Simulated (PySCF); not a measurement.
# SiAsNH6 (SMILES N[AsH][SiH3]) at CCSD(T)/6-31G(d) (spherical functions)

What is the vertical singlet–triplet gap of SiAsNH6 at CCSD(T)/6-31G* (spherical functions)? The job is set up through a Python script.

The calculation is run with PySCF 2.14.0.

### Step 1. The structure to begin with

SiAsNH6: 9 atoms, total charge 0, spin state singlet. SMILES: `N[AsH][SiH3]`. The shape is that of a PBE0-D4/def2-TZVP optimisation. This is one conformer, not always the lowest.

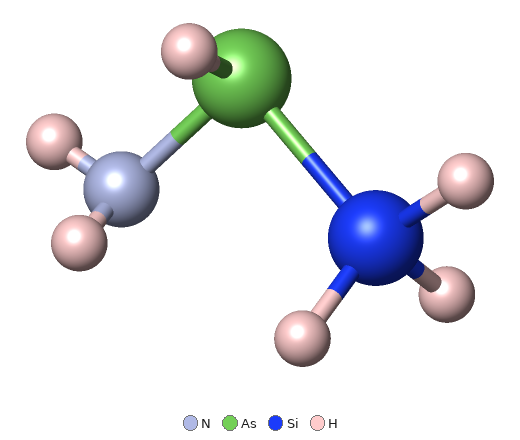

The structure, seen from a chosen angle (nitrogen light blue, arsenic green, silicon blue, hydrogen pink).

### Step 2. A single-point energy at CCSD(T)/6-31G(d) (spherical functions)

File job.py:

```python
# N[AsH][SiH3]
from pyscf import gto, scf, cc

mol = gto.Mole()
mol.atom = '''
N     -2.080777     1.358713    -2.164870
As     1.389138     0.827889    -1.868750
Si     1.053144    -2.011991     1.565827
H     -2.463636     2.440392    -3.693092
H     -2.882399     2.162414    -0.627956
H      2.162036     3.009578    -0.113006
H      3.570638    -2.256333     2.792826
H      0.234137    -4.522682     0.617374
H     -0.814850    -1.095474     3.459333
'''
mol.unit = 'bohr'
mol.max_memory = 1860
mol.charge = 0
mol.basis = '6-31g*'
mol.spin = 0
mol.verbose = 4
mol.build()

calc0 = scf.RHF(mol)
calc0.conv_tol = 1e-10
calc0.kernel()
if not calc0.converged:
    calc0 = calc0.newton().run(calc0.mo_coeff, calc0.mo_occ)

mycc = cc.CCSD(calc0, frozen=15)
mycc.kernel()
e_t = mycc.ccsd_t()
e_tot = mycc.e_tot + e_t
print('E = %.10f Eh' % e_tot)
```

Run with:

```console
$ OMP_NUM_THREADS=1 python job.py
```

The log of the run:

```text
PySCF version 2.14.0

[INPUT] num. atoms = 9
[INPUT] num. electrons = 60
[INPUT] charge = 0
[INPUT] spin (= nelec alpha-beta = 2S) = 0
[INPUT] symmetry False subgroup None
[INPUT] Mole.unit = bohr
[INPUT] Symbol           X                Y                Z      unit          X                Y                Z       unit  Magmom
[INPUT]  1 N     -1.101099769406   0.718999955781  -1.145599868604 AA   -2.080777000000   1.358713000000  -2.164870000000 Bohr   0.0
[INPUT]  2 As     0.735100172423   0.438099991971  -0.988899912907 AA    1.389138000000   0.827889000000  -1.868750000000 Bohr   0.0
[INPUT]  3 Si     0.557299804617  -1.064699785776   0.828599964643 AA    1.053144000000  -2.011991000000   1.565827000000 Bohr   0.0
[INPUT]  4 H     -1.303700027202   1.291399832111  -1.954300124231 AA   -2.463636000000   2.440392000000  -3.693092000000 Bohr   0.0
[INPUT]  5 H     -1.525299863579   1.144300209374  -0.332300004660 AA   -2.882399000000   2.162414000000  -0.627956000000 Bohr   0.0
[INPUT]  6 H      1.144100180389   1.592600092086  -0.059800199897 AA    2.162036000000   3.009578000000  -0.113006000000 Bohr   0.0
[INPUT]  7 H      1.889500258045  -1.194000003847   1.477899873265 AA    3.570638000000  -2.256333000000   2.792826000000 Bohr   0.0
[INPUT]  8 H      0.123899964633  -2.393300246638   0.326700251415 AA    0.234137000000  -4.522682000000   0.617374000000 Bohr   0.0
[INPUT]  9 H     -0.431200050318  -0.579699875955   1.830600188584 AA   -0.814850000000  -1.095474000000   3.459333000000 Bohr   0.0

nuclear repulsion = 263.492767645042
number of shells = 38
number of NR pGTOs = 197
number of NR cGTOs = 76
basis = 6-31g*
ecp = {}

******** <class 'pyscf.scf.hf.RHF'> ********
method = RHF
initial guess = minao
damping factor = 0
level_shift factor = 0
DIIS = <class 'pyscf.scf.diis.CDIIS'>
diis_start_cycle = 1
diis_space = 8
diis_damp = 0
SCF conv_tol = 1e-10
SCF conv_tol_grad = None
SCF max_cycles = 50
direct_scf = True
direct_scf_tol = 1e-13
Set gradient conv threshold to 1e-05
Initial guess from minao.
init E= -2579.83292081133
  HOMO = -0.257351339603786  LUMO = 0.0251361497803684  gap/eV = 7.68688
cycle= 1 E= -2580.70254044388  delta_E= -0.87  |g|= 0.294  |ddm|= 2.58
  HOMO = -0.348163770168822  LUMO = 0.103079017428921  gap/eV = 12.27894
cycle= 2 E= -2580.73741246482  delta_E= -0.0349  |g|= 0.0913  |ddm|= 0.428
  HOMO = -0.346558950275988  LUMO = 0.111463345340669  gap/eV = 12.46342
cycle= 3 E= -2580.74061380215  delta_E= -0.0032  |g|= 0.0415  |ddm|= 0.147
  HOMO = -0.347306756182427  LUMO = 0.114262073173458  gap/eV = 12.55993
cycle= 4 E= -2580.74122840329  delta_E= -0.000615  |g|= 0.00973  |ddm|= 0.0642
  HOMO = -0.348016347970098  LUMO = 0.11389111709684  gap/eV = 12.56914
cycle= 5 E= -2580.7412791819  delta_E= -5.08e-05  |g|= 0.00231  |ddm|= 0.0217
  HOMO = -0.348295283685694  LUMO = 0.113884912917742  gap/eV = 12.57656
cycle= 6 E= -2580.74128462876  delta_E= -5.45e-06  |g|= 0.000685  |ddm|= 0.0087
  HOMO = -0.348325270574786  LUMO = 0.113892608527358  gap/eV = 12.57759
cycle= 7 E= -2580.74128515009  delta_E= -5.21e-07  |g|= 0.000205  |ddm|= 0.00282
  HOMO = -0.348329592612353  LUMO = 0.11389565643767  gap/eV = 12.57779
cycle= 8 E= -2580.74128519721  delta_E= -4.71e-08  |g|= 6.32e-05  |ddm|= 0.000816
  HOMO = -0.34832695530457  LUMO = 0.11389500586275  gap/eV = 12.57770
cycle= 9 E= -2580.74128520091  delta_E= -3.7e-09  |g|= 2.34e-05  |ddm|= 0.000205
  HOMO = -0.348327452139979  LUMO = 0.113894256846941  gap/eV = 12.57769
cycle= 10 E= -2580.74128520134  delta_E= -4.29e-10  |g|= 7.66e-06  |ddm|= 7.04e-05
  HOMO = -0.348327347647817  LUMO = 0.113894143057744  gap/eV = 12.57769
cycle= 11 E= -2580.74128520138  delta_E= -4.27e-11  |g|= 1.75e-06  |ddm|= 2.77e-05
  HOMO = -0.348327525732893  LUMO = 0.113894042616451  gap/eV = 12.57769
Extra cycle  E= -2580.74128520139  delta_E= -8.19e-12  |g|= 8.03e-07  |ddm|= 4.3e-06
converged SCF energy = -2580.74128520139

******** <class 'pyscf.cc.ccsd.CCSD'> ********
CC2 = 0
CCSD nocc = 15, nmo = 61
frozen orbitals 15
max_cycle = 50
direct = 0
conv_tol = 1e-07
conv_tol_normt = 1e-05
diis_space = 6
diis_start_cycle = 0
diis_start_energy_diff = 1e+09
Init t2, MP2 energy = -2581.23751466877  E_corr(MP2) -0.496229467380339
Init E_corr(CCSD) = -0.496229467380689
cycle = 1  E_corr(CCSD) = -0.509124739961446  dE = -0.0128952726  norm(t1,t2) = 0.061896
cycle = 2  E_corr(CCSD) = -0.524324921496084  dE = -0.0152001815  norm(t1,t2) = 0.0215245
cycle = 3  E_corr(CCSD) = -0.527623882898493  dE = -0.0032989614  norm(t1,t2) = 0.00958232
cycle = 4  E_corr(CCSD) = -0.529195630310598  dE = -0.00157174741  norm(t1,t2) = 0.00294446
cycle = 5  E_corr(CCSD) = -0.529098936376852  dE = 9.66939337e-05  norm(t1,t2) = 0.000918624
cycle = 6  E_corr(CCSD) = -0.529024392463289  dE = 7.45439136e-05  norm(t1,t2) = 0.000299954
cycle = 7  E_corr(CCSD) = -0.529036205393653  dE = -1.18129304e-05  norm(t1,t2) = 0.000132416
cycle = 8  E_corr(CCSD) = -0.5290396714698  dE = -3.46607615e-06  norm(t1,t2) = 4.35762e-05
cycle = 9  E_corr(CCSD) = -0.529037978200237  dE = 1.69326956e-06  norm(t1,t2) = 1.96086e-05
cycle = 10  E_corr(CCSD) = -0.529038362231958  dE = -3.84031721e-07  norm(t1,t2) = 8.79465e-06
cycle = 11  E_corr(CCSD) = -0.529038115228639  dE = 2.4700332e-07  norm(t1,t2) = 3.03835e-06
cycle = 12  E_corr(CCSD) = -0.529038089205512  dE = 2.60231268e-08  norm(t1,t2) = 1.14721e-06
CCSD converged
E(CCSD) = -2581.270323290596  E_corr = -0.529038089205512
CCSD(T) correction = -0.0120464663982296
E = -2581.2823697570 Eh
```

Wall time 15 s (1 thread of Arm Neoverse V2, shared host); peak memory 0.26 GiB.

### Step 3. The triplet, same level

File input.py:

```python
from pyscf import gto, cc

mol = gto.M(
    atom='''
N       -1.101100       0.719000      -1.145600
As       0.735100       0.438100      -0.988900
Si       0.557300      -1.064700       0.828600
H       -1.303700       1.291400      -1.954300
H       -1.525300       1.144300      -0.332300
H        1.144100       1.592600      -0.059800
H        1.889500      -1.194000       1.477900
H        0.123900      -2.393300       0.326700
H       -0.431200      -0.579700       1.830600
''',
    verbose=4,
    basis='6-31g*',
    charge=0,
    max_memory=1860,
    spin=2,
)

mf = mol.UHF()
mf.conv_tol = 1e-10
mf.kernel()
if not mf.converged:
    mf = mf.newton().run(mf.mo_coeff, mf.mo_occ)

mycc = cc.CCSD(mf, frozen=15)
mycc.kernel()
e_t = mycc.ccsd_t()
e_tot = mycc.e_tot + e_t
print('E(%s) = %.9f' % ('CCSD(T)', e_tot))
```

Run with:

```console
$ OMP_NUM_THREADS=1 python input.py
```

The log of the run:

```text
PySCF version 2.14.0

[INPUT] num. atoms = 9
[INPUT] num. electrons = 60
[INPUT] charge = 0
[INPUT] spin (= nelec alpha-beta = 2S) = 2
[INPUT] symmetry False subgroup None
[INPUT] Mole.unit = angstrom
[INPUT] Symbol           X                Y                Z      unit          X                Y                Z       unit  Magmom
[INPUT]  1 N     -1.101100000000   0.719000000000  -1.145600000000 AA   -2.080777435759   1.358713083562  -2.164870248302 Bohr   0.0
[INPUT]  2 As     0.735100000000   0.438100000000  -0.988900000000 AA    1.389137674168   0.827889015172  -1.868750164582 Bohr   0.0
[INPUT]  3 Si     0.557300000000  -1.064700000000   0.828600000000 AA    1.053144369220  -2.011991404824   1.565827066815 Bohr   0.0
[INPUT]  4 H     -1.303700000000   1.291400000000  -1.954300000000 AA   -2.463635948595   2.440392317263  -3.693091765238 Bohr   0.0
[INPUT]  5 H     -1.525300000000   1.144300000000  -0.332300000000 AA   -2.882399257799   2.162413604340  -0.627955991193 Bohr   0.0
[INPUT]  6 H      1.144100000000   1.592600000000  -0.059800000000 AA    2.162035659115   3.009577825982  -0.113005622249 Bohr   0.0
[INPUT]  7 H      1.889500000000  -1.194000000000   1.477900000000 AA    3.570637512366  -2.256332992731   2.792826239495 Bohr   0.0
[INPUT]  8 H      0.123900000000  -2.393300000000   0.326700000000 AA    0.234137066834  -4.522681533922   0.617373524895 Bohr   0.0
[INPUT]  9 H     -0.431200000000  -0.579700000000   1.830600000000 AA   -0.814849904912  -1.095474234410   3.459332643629 Bohr   0.0

nuclear repulsion = 263.492757233751
number of shells = 38
number of NR pGTOs = 197
number of NR cGTOs = 76
basis = 6-31g*
ecp = {}

[... 20 lines left out ...]
WARN: HOMO 0.0251361632039311 >= LUMO -0.25735133790888
[... 90 lines left out ...]
converged SCF energy = -2580.56469482487  <S^2> = 2.0200527  2S+1 = 3.0133388
[... 12 lines left out ...]
Init t2, MP2 energy = -0.48522949582445
[... 28 lines left out ...]
UCCSD converged
[... 2 lines left out ...]
E(CCSD(T)) = -2581.097439498
```

Run time: 1.8 min. Hardware: 1 thread of Arm Neoverse V2, shared host; peak memory 0.72 GiB.

### Step 4. Results

Level: CCSD(T)/6-31G* (spherical functions), 15 core orbitals frozen.

| quantity | value |
| --- | --- |
| singlet: total energy | -2581.28237 Eh |
| singlet: dipole moment (Hartree–Fock density) | 1.52 D |
| singlet: HOMO energy (Hartree–Fock orbitals) | -9.48 eV |
| singlet: LUMO energy (Hartree–Fock orbitals) | 3.10 eV |
| singlet: HOMO–LUMO gap (Hartree–Fock orbitals) | 12.58 eV |
| singlet: correlation energy (15 core orbitals frozen) | -541.1 mEh |
| singlet: (T) correction | -12.05 mEh |
| singlet: T1 diagnostic | 0.011 |
| triplet: total energy | -2581.09744 Eh |
| triplet: dipole moment (Hartree–Fock density) | 1.19 D |
| triplet: HOMO energy (Hartree–Fock orbitals) (highest over α and β) | -4.33 eV |
| triplet: LUMO energy (Hartree–Fock orbitals) (lowest over α and β) | -0.93 eV |
| triplet: correlation energy (15 core orbitals frozen) | -532.7 mEh |
| triplet: (T) correction | -13.05 mEh |
| triplet: ⟨S²⟩ of the reference determinant | 2.020 |
| triplet: T1 diagnostic | 0.026 |
| vertical energy of the triplet above the singlet | 5.032 eV |

**Reading.** At this shape the triplet lies 5.03 eV (486 kJ/mol) above the singlet. The triples (singlet) make up 2.2 % of the correlation energy. Mulliken charges (triplet) of the mean-field density run from -0.94 on N1 to +0.53 on Si3. The triples (triplet) make up 2.4 % of the correlation energy.
